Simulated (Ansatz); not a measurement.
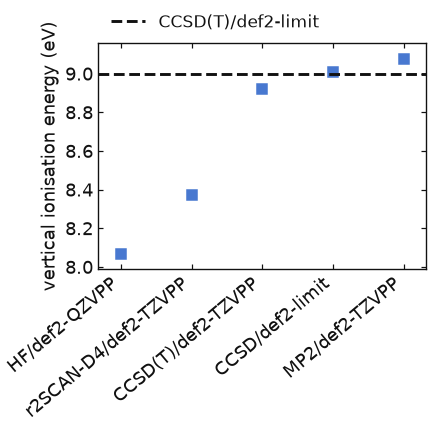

Vertical ionisation energy of C₆H₁₅Ga, SMILES C[CH2][Ga]([CH2]C)[CH2]C, singlet, taken as the energy of the cation less that of the neutral at fixed geometry (unrestricted doublet cation, cores frozen in correlated methods, no spin-orbit coupling), the Ansatz code 0.2.0, at a PBE0-D4/def2-TZVP geometry (no frequency check). Limit means an estimate of the basis limit from triple and quadruple zeta; for coupled cluster it is either extrapolated directly or built as the MP2 limit plus the step from MP2 in triple zeta. The distance of CCSD(T)/def2-TZVPP and MP2/def2-TZVPP to the limit includes basis error.

> What range do the values span, the line included?

From 8.07 eV (HF/def2-QZVPP) to 9.08 eV (MP2/def2-TZVPP).

> Give the values.

| level | eV | less CCSD(T)/def2-limit |
| --- | --- | --- |
| HF/def2-QZVPP | 8.07 | −0.93 |
| r2SCAN-D4/def2-TZVPP | 8.37 | −0.63 |
| CCSD(T)/def2-TZVPP | 8.92 | −0.08 |
| CCSD/def2-limit | 9.01 | 0.01 |
| MP2/def2-TZVPP | 9.08 | 0.08 |
| CCSD(T)/def2-limit | 9.00 | 0.00 |

Caveats, for all or some of the runs: no scalar relativity up to krypton; one conformer of a flexible molecule; outer-core shells are correlated without core-valence functions, which makes the correlated values less sure.
